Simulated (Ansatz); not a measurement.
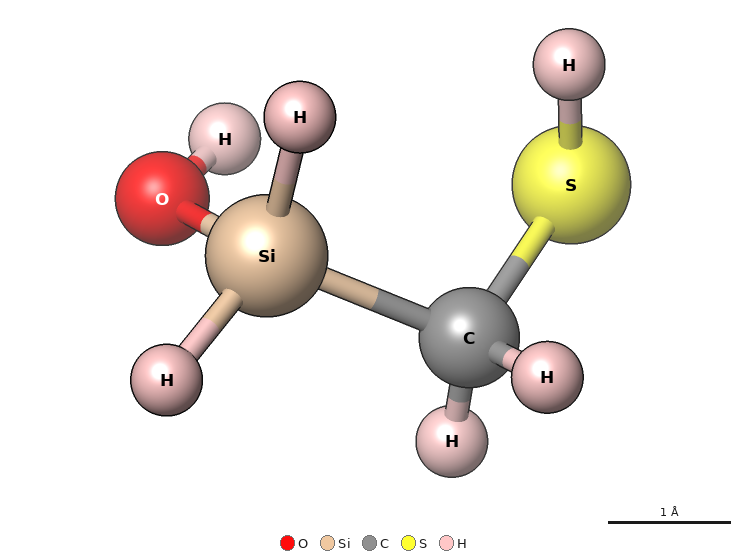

Atoms fade into the background with distance from the viewer. The computed structure is the end point of a PBE0-D4/def2-TZVP optimisation. Masses are those of the most abundant isotopes; constants are for the rigid equilibrium geometry.

Classify the rotor and give the rotational constants (GHz).

An asymmetric top (C1): A = 8.44, B = 2.56, C = 2.17 GHz. Ray's parameter κ is −0.88, close to the prolate limit.
